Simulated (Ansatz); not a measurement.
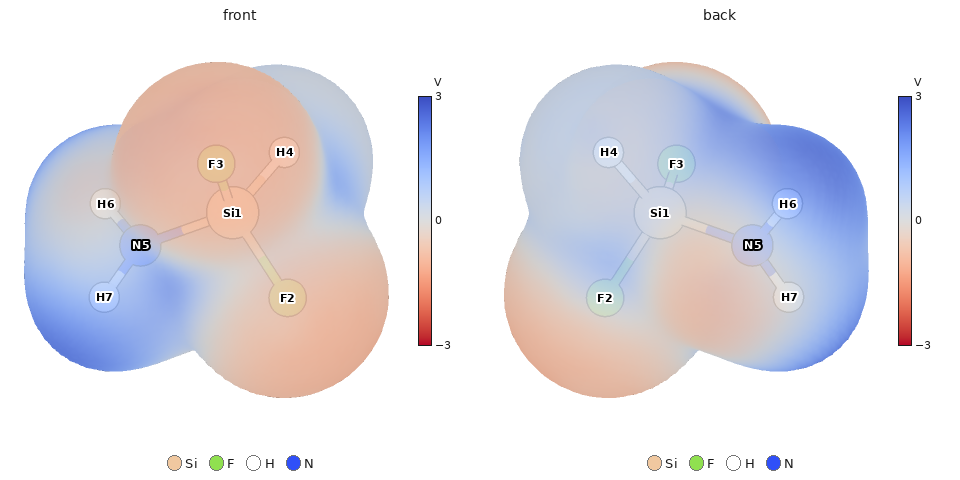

F2H3NSi. The molecular electrostatic potential painted on the density surface at 0.002 e/bohr³, seen from the front and from behind; red is negative and blue positive.

The product side of a reaction path; geometry: PBE0-D4/def2-TZVP.

Computed with Ansatz 0.2.0, RKS PBE0-D4/def2-TZVPP.

```xyz
7

Si   -0.1650   -0.5975   -0.1451
F     1.1137   -1.3570   -0.6966
F    -1.1812   -0.5829   -1.3687
H    -0.8084   -1.3510    0.9407
N     0.3206    0.9252    0.3851
H    -0.2458    1.4651    1.0172
H     0.9662    1.4981   -0.1327
```

Question: Where is the surface potential most negative and most positive?

Answer: The most negative region (about −1.0 V) lies over F3, the most positive (about +2.3 V) over H6.
